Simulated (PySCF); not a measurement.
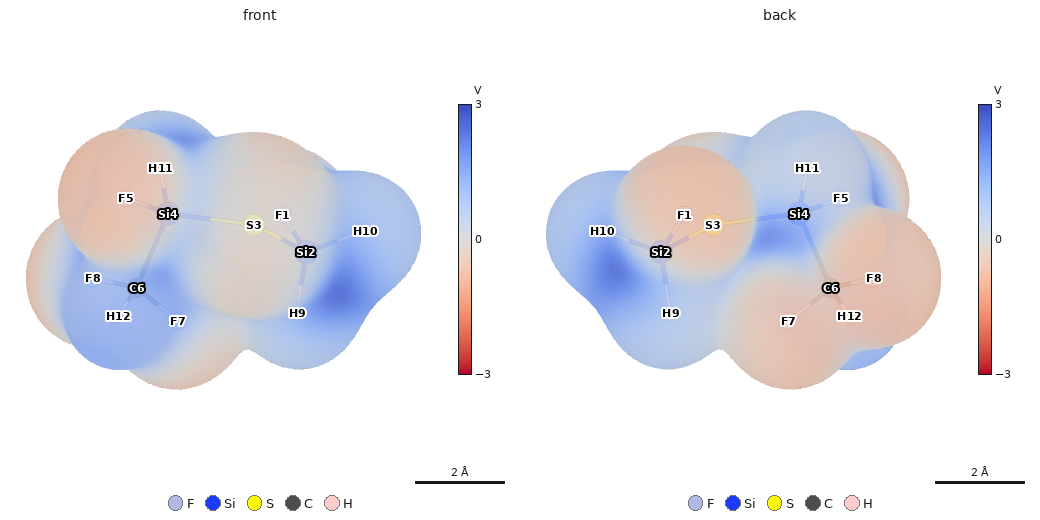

CH4F4SSi2. The electrostatic potential painted on the density surface at 0.002 e/bohr³, seen from the front and from behind; red is negative and blue positive.

Geometry: GFN2-xTB.

The calculation used CAM-B3LYP/def2-SVPD, SCF density, gas phase (PySCF 2.14.0).

```xyz
12

F     1.9588   -1.2642    0.7820
Si    2.2586    0.1592    0.1042
S     0.9124    0.3234   -1.5873
Si   -0.8811   -0.5597   -0.8849
F    -1.9561   -0.3610   -2.0579
C    -1.6374    0.4688    0.5684
F    -0.6808    0.9153    1.4347
F    -2.4750   -0.3028    1.3103
H     1.9807    1.1598    1.1064
H     3.5735    0.0752   -0.4887
H    -0.8416   -1.9656   -0.5595
H    -2.2107    1.3509    0.2463
```

**Which sites attract a positive test charge, and which a negative one?**

A positive charge is drawn to the negative regions and a negative charge to the positive ones. The most negative region (about −0.7 V) lies over F1, F5 and F8, the most positive (about +2.3 V) over Si2.

**What dipole moment does the calculation give?**

Its dipole moment is 2.12 D.
